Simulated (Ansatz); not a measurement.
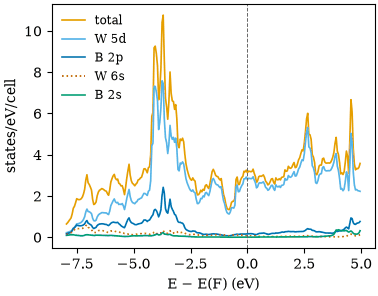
Fig. 1. Total and projected density of states of BW2 in space group I4/mcm (No. 140; B on 4a, W on 8h), the program Ansatz at the r²SCAN level (PAW)

Task: Which orbitals carry the states next to the Fermi level?

Result: Within 0.5 eV of the Fermi level: W 5d 89 %, B 2p 5 %. Projections are on Löwdin-orthogonalised atomic valence shells; empty p or d shells of many metals are not among them.

Task: Where is the tallest occupied peak in this window, and what makes it?

Result: Near -3.7 eV, about 11 states/eV per cell; the largest projected share is W 5d.

The workflow started from a Materials Project entry (that database holds measured and hypothetical structures alike); the Crystallography Open Database files this formula in space group No. 140, but the cells were not matched. Its standing as an ambient phase is unchecked. The r²SCAN relaxation kept the symmetry of its start; its stability against distortions is not shown here. No spin polarisation was allowed. Scalar-relativistic: spin–orbit coupling is off unless named, which matters more the heavier the elements.

Potentials: the later of the program's two PAW sets.
